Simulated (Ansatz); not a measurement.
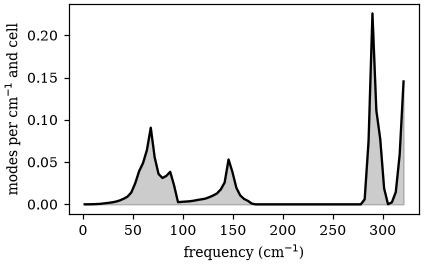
Fig. 1. Phonon density of states of zinc blende InP; finite displacements on a 6×6×6 mesh, Ansatz (an electronic-structure program), PBE functional, plane-wave PAW, k mesh 6×6×6

Dynamical quadrupoles are not included in the interpolation of the phonons between the solved wave vectors.

Q: Where is the tallest peak, and is there a gap in the spectrum?

A: The tallest peak lies near 290 cm⁻¹. There is at least one gap; the lowest begins near 170 cm⁻¹.
